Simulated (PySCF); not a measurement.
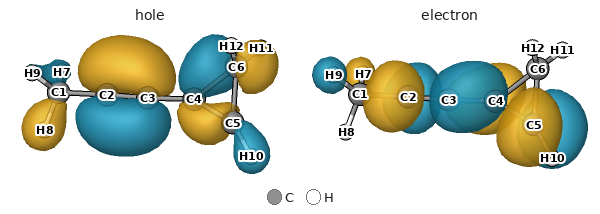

C$_{6}$H$_{6}$, SMILES `CC#CC1=CC1`. Leading natural transition orbital pair of S₁ (full linear response singlet states); the surfaces enclose about 78 % of each orbital's density.

Level of theory: PBE0/def2-SVP (PySCF), at a geometry from GFN2-xTB. No frequency check shows the geometry to be a minimum. Without diffuse functions Rydberg states are missing, so the states' numbers hold for this basis only.

Geometry (Å), atoms numbered from 1:

```
C1      -3.0209    0.0558    0.0001
C2      -1.5796   -0.0106   -0.0002
C3      -0.3757   -0.0933   -0.0001
C4       0.9990   -0.1282   -0.0001
C5       2.1495   -0.7502    0.0000
C6       2.2350    0.7413    0.0000
H7      -3.3670    0.6310   -0.8592
H8      -3.4468   -0.9465   -0.0503
H9      -3.3702    0.5440    0.9105
H10      2.7097   -1.6515    0.0006
H11      2.5153    1.2668   -0.9077
H12      2.5151    1.2670    0.9078
```

Q: Where does the state lie, and where do hole and electron sit?

A: 4.71 eV (263 nm), f = 0.001 (very weak); the leading pair carries 99 %; hole on C2 (33 %), C3 (28 %) and C6 (11 %), electron on C5 (28 %), C2 (21 %) and C4 (20 %); their centroids lie 0.8 Å apart. In canonical orbitals it is mainly HOMO−1 → LUMO (99 %). The HOMO–LUMO gap is 5.77 eV.
